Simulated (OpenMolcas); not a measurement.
# How methods differ on BClO (SMILES O=BCl)

BClO has 3 atoms, charge 0, and is taken as a singlet. As SMILES, `O=BCl`. The shape is that of a GFN2-xTB optimisation.

```xyz
3

O     1.0196    0.6062    0.6270
B     0.1131    0.0666    0.0695
Cl   -1.1326   -0.6728   -0.6965
```

Each level gives the energy change with the B2–Cl3 bond stretched from 1.639 to 2.458 Å (eV). The values are calculated.

| level | kind | program | value (eV) | less FCI/STO-3G | CPU time (all runs) |
| --- | --- | --- | --- | --- | --- |
| HF/STO-3G (restricted) | Hartree–Fock | OpenMolcas | 3.65 | +1.10 | 3.3 s |
| SVWN5/STO-3G (restricted) | LDA | OpenMolcas | 3.11 | +0.56 | 5.5 s |
| PBE/STO-3G (restricted) | GGA | OpenMolcas | 2.80 | +0.25 | 6 s |
| r2SCAN/STO-3G (restricted) | meta-GGA | OpenMolcas | 2.98 | +0.43 | 7 s |
| B3LYP/STO-3G (restricted) | global hybrid | OpenMolcas | 2.87 | +0.32 | 6 s |
| B2PLYP/STO-3G (restricted) | double hybrid | OpenMolcas | 2.95 | +0.40 | 5.5 s |
| CISD/STO-3G (restricted) | coupled cluster or CI | OpenMolcas | 2.82 | +0.27 | 3 s |
| FCI/STO-3G | exact in the basis | OpenMolcas | 2.55 | 0.00 | 54 s |

FCI/STO-3G is exact within its basis and frozen core, so for wave-function methods in that basis the difference is their error; functionals converge differently with the basis, so for them it is only a difference. A spin-restricted reference rises too steeply as a bond breaks; here HF/STO-3G, SVWN5/STO-3G, r2SCAN/STO-3G lie well above the multireference or unrestricted value. The first shape isn't each level's own minimum. The values span 2.55 to 3.65 eV. All rows use very small basis sets, so none should be taken for the real molecule's value. In so small a basis fixed costs decide the times, and correlated methods can beat functionals. CPU times are rough (shared hosts, several kinds of processor and program).

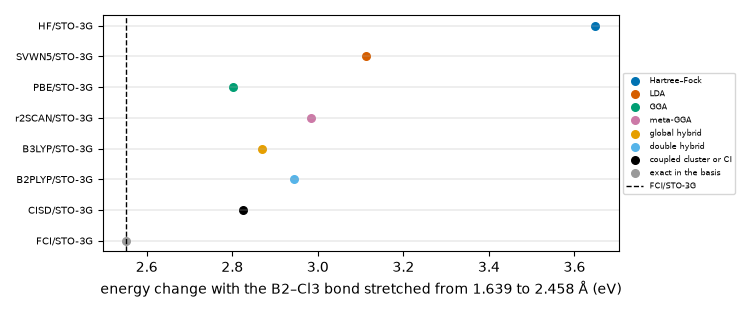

The values of the table, level by level.
